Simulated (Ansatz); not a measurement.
# Amorphous SiCO: valence band and core levels, part 3 of 7

How wide do site differences make the core lines of amorphous SiCO?

Ansatz 0.2.0; DFT, PBEsol, plane-wave PAW, default files, scalar-relativistic.

So far. Step 3 (Dynamics at 3500 K): Beyond half the shortest lattice vector, 3.8 Å, g(r) counts periodic images.

**4. Dynamics at 1925 K**

A short run with the thermostat set to 1925 K, starting from rest and too brief to equilibrate, lets it settle further; the cutoff and mesh are cut down, since only a plausible structure is wanted.

Input file input.yaml:

```yaml
crystal:
  lattice:
    - [7.5090830355, 0.0, 0.0]
    - [0.0, 7.5090830355, 0.0]
    - [0.0, 0.0, 7.5090830355]
  atoms:
    - { symbol: Si, position: [0.9818300307, 0.733212903, 1.1102302136] }
    - { symbol: Si, position: [0.2232645169, 0.5178495418, 0.330305022] }
    - { symbol: Si, position: [0.8457630969, 0.2318487882, 0.7805450274] }
    - { symbol: Si, position: [0.5815304048, 1.097770352, 0.3705616006] }
    - { symbol: Si, position: [0.3100693479, 0.9051828406, 0.8566154446] }
    - { symbol: Si, position: [0.4710307925, 0.725769383, 0.5001631946] }
    - { symbol: Si, position: [0.6534443203, 0.4750230649, 0.3631633792] }
    - { symbol: Si, position: [0.1947537819, 0.31057812, 1.0023975369] }
    - { symbol: Si, position: [0.0318904511, 1.0287760103, 0.3879680155] }
    - { symbol: Si, position: [0.8670309587, 0.1223351876, 0.1395981042] }
    - { symbol: O, position: [0.4115854949, 0.9276904669, 0.3684593721] }
    - { symbol: O, position: [0.3751907496, 0.4773151817, 0.8059048352] }
    - { symbol: O, position: [0.0033620174, 0.3037228111, 1.1490841109] }
    - { symbol: O, position: [0.7646465541, 0.1183738128, -0.0472881936] }
    - { symbol: O, position: [1.0639047658, 0.6636502905, 0.2957075275] }
    - { symbol: O, position: [0.4240380806, 0.1378896025, 0.5882872379] }
    - { symbol: O, position: [0.6627539261, 0.6824139183, 0.3974479053] }
    - { symbol: O, position: [0.738728162, -0.0300137921, 0.2527854871] }
    - { symbol: O, position: [0.1430632962, 0.3541532212, 0.445262179] }
    - { symbol: O, position: [0.4137723925, 0.7150012544, 0.9344945262] }
    - { symbol: C, position: [0.8032916465, 0.3182492433, 0.3747392264] }
    - { symbol: C, position: [0.3416484465, 0.3451601995, 0.1650907383] }
    - { symbol: C, position: [0.4291606523, 0.6317778957, 0.776122555] }
    - { symbol: C, position: [0.2107401316, 1.0365679432, 1.0198211916] }
    - { symbol: C, position: [0.0782278119, 1.0056444718, 0.1589980864] }
    - { symbol: C, position: [0.968993091, 0.2558412429, 0.441232559] }
    - { symbol: C, position: [0.7734051755, 1.0535291615, 0.6075112788] }
    - { symbol: C, position: [0.4623497526, 1.0548577908, 0.7295231557] }
    - { symbol: C, position: [0.6599709195, 1.0463184835, 0.7363626145] }
    - { symbol: C, position: [0.4977522734, 0.3755266479, 0.2427447988] }
kpoints:
  mp_grid: { grid: [1, 1, 1] }
scf:
  occupations: { method: fermi_dirac, width: 0.1 }
  n_extra_bands: 21
hamiltonian:
  xc: pbesol
  pseudopotentials: { kind: paw }
output:
  forces: true
basis:
  ecutwfc: 320
md:
  timestep: 1.5
  n_steps: 120
  ensemble: nvt_langevin
  temperature: 1925
  seed: 0
```

Started as:

```sh
$ ansatz run input.yaml --threads 3 --pin off --max-ram 8192MiB --backend cpu --events-out ev --progress --plain --runs-dir out
```

Numbers of over 12 decimals in the logs are rounded to 6 here.

What it wrote:

```text
[...]
Crystal: 30 atoms, lattice volume = 423.410 Å³
Basis set: ecut = 320 eV, 5449 PW (Γ), exchange–correlation on 90×90×90 points (8 copies of the dense FFT grid, shifted against one another)
Bands: 91, of which v1, the nominal top of the filled ones, is band 70 counted from 1 (69 counted from 0)
Symmetry: 1 space group operations
k-points: 1
[...]
SCF iter   1: F=—  HF=-14262.835164 eV  |F-HF|=—  |Δ(HF+E_count)|=         —  Δρ=2.04e-2  dr2=1.76e0  ethr=1.77e-3  ⟨swp⟩=7.0  Hψ=429  notcnv=0  defer=4
[...]
SCF iter  11: F=-14262.432347 eV  HF=-14262.432347 eV  |F-HF|=4.30e-9  |Δ(HF+E_count)|=   1.85e-8  Δρ=2.00e-6  dr2=1.65e-8  ethr=2.14e-11  ⟨swp⟩=5.0  Hψ=326  notcnv=0
SCF 1 converged in 11 iterations: F = -14262.432347 eV  dr2 = 1.65e-8
[...]
md step     0: t =     0.00 fs  T =     0.0 K  F+E_penalty+E_count = -14262.43234655 eV  E_kin = 0.000000 eV  (11 SCF iters)
[...]
SCF iter   8: F=-14262.635828 eV  HF=-14262.635828 eV  |F-HF|=5.08e-9  |Δ(HF+E_count)|=   7.56e-9  Δρ=1.46e-6  dr2=8.65e-9  ethr=2.14e-11  ⟨swp⟩=5.0  Hψ=318  notcnv=0
SCF 2 converged in 8 iterations: F = -14262.635828 eV  dr2 = 8.65e-9
md step     1: t =     1.50 fs  T =   102.3 K  F+E_penalty+E_count = -14262.63582833 eV  E_kin = 0.396705 eV  (8 SCF iters)
[...]
SCF iter   9: F=-14263.214033 eV  HF=-14263.214033 eV  |F-HF|=8.06e-9  |Δ(HF+E_count)|=   5.30e-9  Δρ=1.92e-6  dr2=1.37e-8  ethr=2.14e-11  ⟨swp⟩=5.0  Hψ=317  notcnv=0
SCF 3 converged in 9 iterations: F = -14263.214033 eV  dr2 = 1.37e-8
[...]
md step     2: t =     3.00 fs  T =   339.4 K  F+E_penalty+E_count = -14263.21403317 eV  E_kin = 1.316219 eV  (9 SCF iters)
[... from here on, the SCF cycles and remarks between the steps are left out ...]
md step     3: t =     4.50 fs  T =   545.9 K  F+E_penalty+E_count = -14263.96565278 eV  E_kin = 2.116784 eV  (9 SCF iters)
md step     4: t =     6.00 fs  T =   792.9 K  F+E_penalty+E_count = -14264.73061700 eV  E_kin = 3.074757 eV  (10 SCF iters)
md step     5: t =     7.50 fs  T =   961.3 K  F+E_penalty+E_count = -14265.49882189 eV  E_kin = 3.727659 eV  (8 SCF iters)
md step     6: t =     9.00 fs  T =  1342.6 K  F+E_penalty+E_count = -14266.33205560 eV  E_kin = 5.206245 eV  (8 SCF iters)
md step     7: t =    10.50 fs  T =  1592.7 K  F+E_penalty+E_count = -14267.17497544 eV  E_kin = 6.176248 eV  (8 SCF iters)
md step     8: t =    12.00 fs  T =  1749.2 K  F+E_penalty+E_count = -14267.83578060 eV  E_kin = 6.783000 eV  (8 SCF iters)
md step     9: t =    13.50 fs  T =  1797.0 K  F+E_penalty+E_count = -14268.11967643 eV  E_kin = 6.968224 eV  (8 SCF iters)
md step    10: t =    15.00 fs  T =  1881.6 K  F+E_penalty+E_count = -14268.03037079 eV  E_kin = 7.296444 eV  (10 SCF iters)
md step    11: t =    16.50 fs  T =  1817.3 K  F+E_penalty+E_count = -14267.84088877 eV  E_kin = 7.047218 eV  (8 SCF iters)
md step    12: t =    18.00 fs  T =  1845.3 K  F+E_penalty+E_count = -14267.87054745 eV  E_kin = 7.155725 eV  (8 SCF iters)
md step    13: t =    19.50 fs  T =  1788.6 K  F+E_penalty+E_count = -14268.01602979 eV  E_kin = 6.935866 eV  (7 SCF iters)
md step    14: t =    21.00 fs  T =  1839.7 K  F+E_penalty+E_count = -14268.04661655 eV  E_kin = 7.134052 eV  (8 SCF iters)
md step    15: t =    22.50 fs  T =  1859.2 K  F+E_penalty+E_count = -14267.92349611 eV  E_kin = 7.209523 eV  (9 SCF iters)
md step    16: t =    24.00 fs  T =  1871.0 K  F+E_penalty+E_count = -14267.71398015 eV  E_kin = 7.255331 eV  (8 SCF iters)
md step    17: t =    25.50 fs  T =  1894.9 K  F+E_penalty+E_count = -14267.52593526 eV  E_kin = 7.348054 eV  (8 SCF iters)
md step    18: t =    27.00 fs  T =  1898.3 K  F+E_penalty+E_count = -14267.43266382 eV  E_kin = 7.361047 eV  (8 SCF iters)
md step    19: t =    28.50 fs  T =  1783.6 K  F+E_penalty+E_count = -14267.37656578 eV  E_kin = 6.916262 eV  (8 SCF iters)
md step    20: t =    30.00 fs  T =  1768.3 K  F+E_penalty+E_count = -14267.27040637 eV  E_kin = 6.857107 eV  (10 SCF iters)
md step    21: t =    31.50 fs  T =  1788.4 K  F+E_penalty+E_count = -14267.11787545 eV  E_kin = 6.934903 eV  (7 SCF iters)
md step    22: t =    33.00 fs  T =  1795.9 K  F+E_penalty+E_count = -14266.97008708 eV  E_kin = 6.964213 eV  (8 SCF iters)
md step    23: t =    34.50 fs  T =  1723.7 K  F+E_penalty+E_count = -14266.82451843 eV  E_kin = 6.684091 eV  (8 SCF iters)
md step    24: t =    36.00 fs  T =  1573.6 K  F+E_penalty+E_count = -14266.67869891 eV  E_kin = 6.102185 eV  (8 SCF iters)
md step    25: t =    37.50 fs  T =  1572.7 K  F+E_penalty+E_count = -14266.64725853 eV  E_kin = 6.098423 eV  (8 SCF iters)
md step    26: t =    39.00 fs  T =  1594.4 K  F+E_penalty+E_count = -14266.76207528 eV  E_kin = 6.182778 eV  (8 SCF iters)
md step    27: t =    40.50 fs  T =  1649.2 K  F+E_penalty+E_count = -14266.95993228 eV  E_kin = 6.395396 eV  (7 SCF iters)
md step    28: t =    42.00 fs  T =  1627.1 K  F+E_penalty+E_count = -14267.17161585 eV  E_kin = 6.309546 eV  (7 SCF iters)
md step    29: t =    43.50 fs  T =  1614.7 K  F+E_penalty+E_count = -14267.33109818 eV  E_kin = 6.261671 eV  (7 SCF iters)
md step    30: t =    45.00 fs  T =  1572.2 K  F+E_penalty+E_count = -14267.44443440 eV  E_kin = 6.096685 eV  (9 SCF iters)
md step    31: t =    46.50 fs  T =  1681.1 K  F+E_penalty+E_count = -14267.54731815 eV  E_kin = 6.519125 eV  (7 SCF iters)
md step    32: t =    48.00 fs  T =  1805.9 K  F+E_penalty+E_count = -14267.63320745 eV  E_kin = 7.002948 eV  (7 SCF iters)
md step    33: t =    49.50 fs  T =  1775.8 K  F+E_penalty+E_count = -14267.68260933 eV  E_kin = 6.886196 eV  (7 SCF iters)
md step    34: t =    51.00 fs  T =  1672.2 K  F+E_penalty+E_count = -14267.65066887 eV  E_kin = 6.484325 eV  (7 SCF iters)
md step    35: t =    52.50 fs  T =  1556.0 K  F+E_penalty+E_count = -14267.53232446 eV  E_kin = 6.034031 eV  (7 SCF iters)
md step    36: t =    54.00 fs  T =  1618.3 K  F+E_penalty+E_count = -14267.42054106 eV  E_kin = 6.275529 eV  (8 SCF iters)
md step    37: t =    55.50 fs  T =  1588.0 K  F+E_penalty+E_count = -14267.36034610 eV  E_kin = 6.157790 eV  (8 SCF iters)
md step    38: t =    57.00 fs  T =  1679.4 K  F+E_penalty+E_count = -14267.29770791 eV  E_kin = 6.512243 eV  (8 SCF iters)
md step    39: t =    58.50 fs  T =  1697.6 K  F+E_penalty+E_count = -14267.21688220 eV  E_kin = 6.582908 eV  (8 SCF iters)
[...]
md step    57: t =    85.50 fs  T =  2284.8 K  F+E_penalty+E_count = -14267.16356205 eV  E_kin = 8.859830 eV  (9 SCF iters)
md step    58: t =    87.00 fs  T =  2235.6 K  F+E_penalty+E_count = -14267.10735966 eV  E_kin = 8.669143 eV  (9 SCF iters)
md step    59: t =    88.50 fs  T =  2179.0 K  F+E_penalty+E_count = -14267.01715002 eV  E_kin = 8.449738 eV  (8 SCF iters)
md step    60: t =    90.00 fs  T =  2146.7 K  F+E_penalty+E_count = -14266.96406785 eV  E_kin = 8.324287 eV  (11 SCF iters)
md step    61: t =    91.50 fs  T =  2175.6 K  F+E_penalty+E_count = -14266.99290852 eV  E_kin = 8.436706 eV  (8 SCF iters)
md step    62: t =    93.00 fs  T =  2276.1 K  F+E_penalty+E_count = -14267.08643554 eV  E_kin = 8.826310 eV  (8 SCF iters)
md step    63: t =    94.50 fs  T =  2335.5 K  F+E_penalty+E_count = -14267.24122029 eV  E_kin = 9.056486 eV  (7 SCF iters)
md step    64: t =    96.00 fs  T =  2327.7 K  F+E_penalty+E_count = -14267.36845109 eV  E_kin = 9.026464 eV  (8 SCF iters)
md step    65: t =    97.50 fs  T =  2368.5 K  F+E_penalty+E_count = -14267.44209233 eV  E_kin = 9.184740 eV  (7 SCF iters)
md step    66: t =    99.00 fs  T =  2304.2 K  F+E_penalty+E_count = -14267.43672995 eV  E_kin = 8.935115 eV  (8 SCF iters)
md step    67: t =   100.50 fs  T =  2393.9 K  F+E_penalty+E_count = -14267.32554309 eV  E_kin = 9.283218 eV  (8 SCF iters)
SCF iter   1: F=—  HF=-14267.214245 eV  |F-HF|=—  |Δ(HF+E_count)|=         —  Δρ=1.11e-3  dr2=3.48e-3  ethr=2.24e-5  ⟨swp⟩=4.0  Hψ=256  notcnv=0  defer=2
[...]
SCF iter   8: F=-14267.213379 eV  HF=-14267.213379 eV  |F-HF|=5.94e-9  |Δ(HF+E_count)|=   1.37e-8  Δρ=1.38e-6  dr2=9.55e-9  ethr=2.14e-11  ⟨swp⟩=5.0  Hψ=320  notcnv=0
SCF 69 converged in 8 iterations: F = -14267.213379 eV  dr2 = 9.55e-9
[...]
md step    68: t =   102.00 fs  T =  2277.3 K  F+E_penalty+E_count = -14267.21337884 eV  E_kin = 8.831033 eV  (8 SCF iters)
SCF iter   1: F=—  HF=-14267.164509 eV  |F-HF|=—  |Δ(HF+E_count)|=         —  Δρ=1.02e-3  dr2=3.12e-3  ethr=2.48e-5  ⟨swp⟩=4.0  Hψ=271  notcnv=0  defer=2
[...]
SCF iter   2: F=—  HF=-14267.164109 eV  |F-HF|=—  |Δ(HF+E_count)|=   3.99e-4  Δρ=4.99e-4  dr2=1.28e-3  ethr=2.23
```

Wall time 2.1 min (3 threads of Intel Xeon at 2.80GHz (Skylake/Cascade Lake), shared host); peak memory 0.45 GiB.

Rows from the run:

```
time (fs)  T (K)  potential (meV/atom)
      0.0      0                   0.0
     12.0   1749                -180.1
     24.0   1871                -176.1
     36.0   1574                -141.5
     48.0   1806                -173.4
     60.0   1905                -156.5
     72.0   1699                -122.3
     84.0   2227                -156.0
     96.0   2328                -164.5
    108.0   2137                -177.7
    120.0   1876                -183.2
    132.0   1849                -175.8
    144.0   1853                -226.0
    156.0   1849                -242.1
    168.0   2161                -277.2
    180.0   2000                -292.1
```

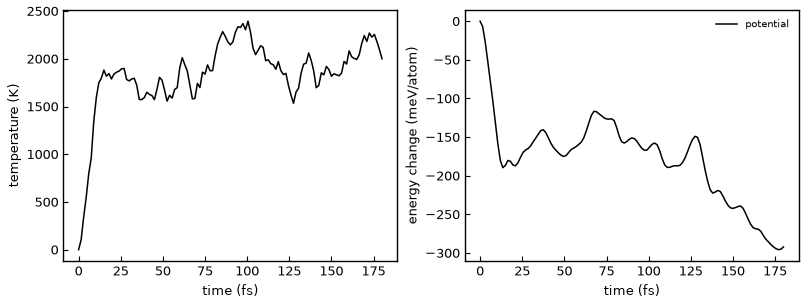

Temperature and energies against time.

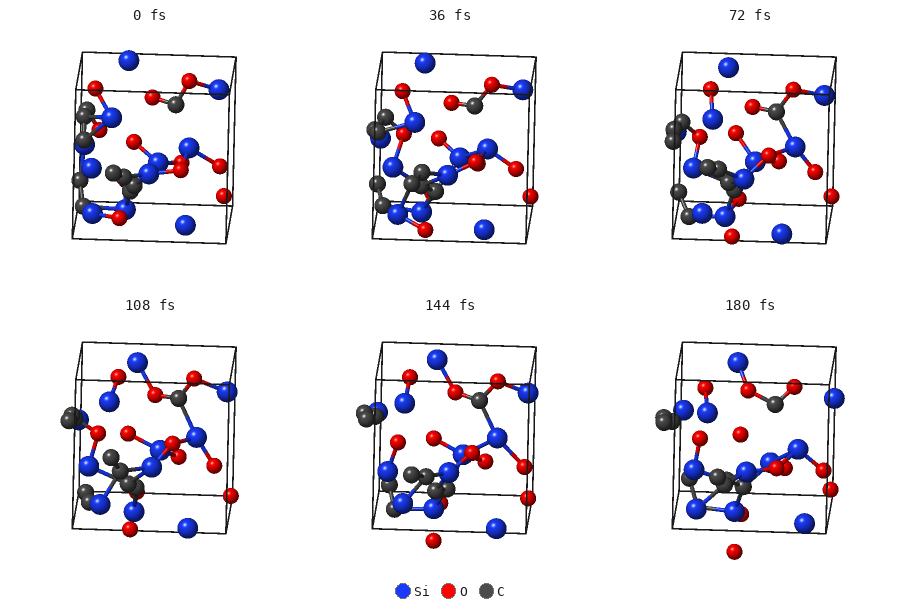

6 frames of the run. Bonds to atoms that aren't drawn are left out.

Mean square displacement at the end: Si 0.61 Å², O 0.63 Å², C 0.69 Å².

Positions (Å) and forces (eV/Å) at 180.0 fs:

```xyz
30
Lattice="7.509 0.000 0.000 0.000 7.509 0.000 0.000 0.000 7.509" Properties=species:S:1:pos:R:3:forces:R:3 pbc="T T T"
Si    7.775    6.467    8.052   -0.120   -3.002   -0.909
Si    2.054    4.511    2.103   -0.255   -2.322    2.023
Si    7.641    1.589    5.925   -2.892   -1.725   -0.189
Si    4.361    8.387    2.207   -3.119   -1.902    0.386
Si    2.572    7.582    5.574   -2.177   -1.515    0.899
Si    3.474    5.901    3.181    0.576   -0.091    0.206
Si    5.275    3.469    2.413    1.144   -2.442   -0.759
Si    1.816    2.805    7.031    1.910   -0.294    2.558
Si    0.481    7.653    4.202    1.033    0.782   -1.273
Si    6.568    1.116    0.788    1.571    0.042    3.739
O     3.269    7.159    2.097   -0.399   -0.898   -0.576
O     2.798    3.376    5.890    1.774    2.624   -2.753
O     0.289    3.075    6.524    0.613    3.724    0.085
O     6.177    1.405   -0.699   -0.922    0.150   -1.710
O     8.227    5.172    1.513   -0.532    0.121   -0.414
O     4.352    1.130    3.788   -0.435   -0.772    2.740
O     4.805    4.925    2.529   -0.669    3.743    1.721
O     5.641    0.107    1.752    2.740   -1.203   -2.181
O     1.445    2.999    3.311   -2.825   -0.653   -2.298
O     2.683    5.625    6.120   -0.204    0.065   -0.661
C     6.750    2.470    2.101   -0.396    1.318   -0.032
C     2.984    3.248    1.083   -2.671    0.119   -0.892
C     3.120    4.722    5.313   -1.032   -0.866    1.813
C     1.424    8.474    7.102    2.546   -0.666   -0.823
C     0.912    8.038    0.895   -0.571    2.135    0.744
C     7.910    2.168    2.775    3.399    0.637    0.739
C     6.555    6.947    5.099    1.442   -0.450   -0.451
C     4.068    7.244    4.530    1.313    1.393   -0.329
C     5.321    6.883    5.028   -0.699    0.040   -0.298
C     3.944    2.468    1.629   -0.142    1.909   -1.102
```

The pair distribution g(r) has structure finer than the step of the table below, so its rows give means over 0.25 Å, whole bins alone (the curve runs from 0.0329 to 5.22 Å). Peaks (Å: height): Si–Si 2.267: 2.99, 2.530: 2.00, 3.055: 2.47, 4.566: 2.15; Si–O 1.610: 10.4, 2.004: 2.07, 3.449: 2.69, 5.026: 2.00; Si–C 1.873: 6.95, 2.464: 1.90, 2.858: 2.59, 4.764: 1.72; O–O 2.267: 1.75, 2.595: 2.47, 2.924: 2.70, 3.515: 2.70; O–C 1.281: 3.90, 2.530: 1.50, 2.792: 2.55, 3.252: 2.18.

From the last frames. Pair distribution g(r) against r; means over each step:

```
r (Å)  Si–Si     Si–O    Si–C    O–O     O–C
 1.00      0        0       0      0       0
 1.25      0        0       0      0    1.69
 1.50      0     2.84  0.0348      0    1.14
 1.75      0     4.16    2.67      0  0.0499
 2.00      0    0.654    2.43      0  0.0880
 2.25   1.23  0.00933   0.197   1.09   0.209
 2.50   1.56   0.0161    1.12   1.18   0.918
 2.75  0.904    0.767    1.50   1.19    1.78
 3.00   1.61    0.806    1.27  0.884    1.74
 3.25  0.713    0.988   0.872  0.513    1.86
 3.50  0.927     1.59   0.809   1.28   0.811
 3.75  0.221     1.22   0.644  0.851   0.743
 4.00  0.999     1.02    1.26  0.957   0.986
 4.25   1.10    0.925   0.921  0.849   0.995
 4.50   1.04    0.775   0.857  0.589    1.01
 4.75  0.613    0.831    1.04   1.09   0.866
 5.00   1.17     1.58   0.788  0.974   0.943
```

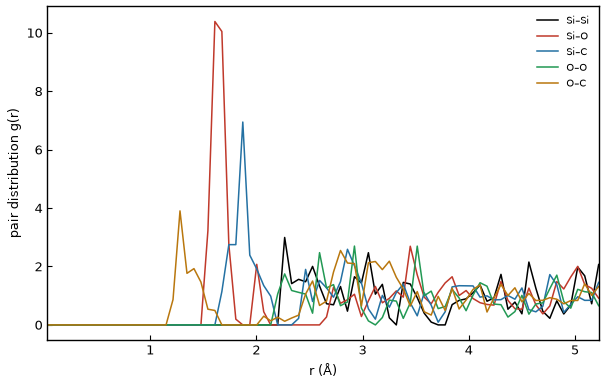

Pair distribution g(r) against r.

Beyond half the shortest lattice vector, 3.8 Å, g(r) counts periodic images.

This step gave:

```yaml
free_energy: -14271.1952 eV
energy_at_zero_smearing: -14271.1484 eV
smearing_term_ts: 0.09370 eV
fermi_energy: 4.996 eV
gap_by_band_count: 0.5445 eV
```

(Part 3 of 7 ends here.)

[Logs are printed without paths, hosts, clocks, repeated set-up lines and the standing remarks that a program may print on its own settings, such as how far it seeks lower states.]

[Hosts, paths, dates, database ids (printed as entryN), source tags and the programs' standing remarks are cut or masked in the printed files.]

[Maps of the electrostatic potential energy from Ansatz leave out the sawtooth potential of an applied field or a dipole correction, so their vacuum need not be flat; work functions include it.]
